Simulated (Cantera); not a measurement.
A closed system holds: 1 mol Si, 1.4 mol H2, held at 5.90 bar.

Cantera equilibrium calculation (NASA polynomials, part measured and part estimated; ideal gas, pure solids and liquids). Candidate condensed phases: Si; 9 gas species. Gases not in the tables: Si2H6 and higher silanes. Equilibrium is a limit: real reactors are often held back by kinetics, nucleation or transport.

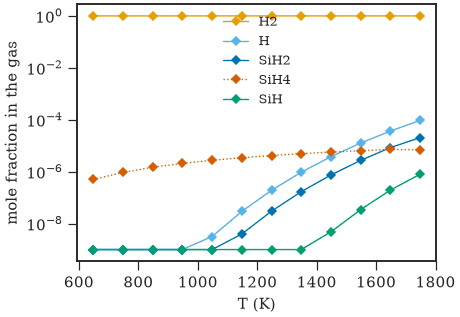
Fig. 1. Equilibrium gas composition (values under 1e-9 drawn at 1e-9)

From 648 K to 1648 K the condensed part is Si(s). At 1748 K the condensed part is Si(l). The main Si-bearing gas is SiH4 at 648 K and SiH2 at 1748 K.
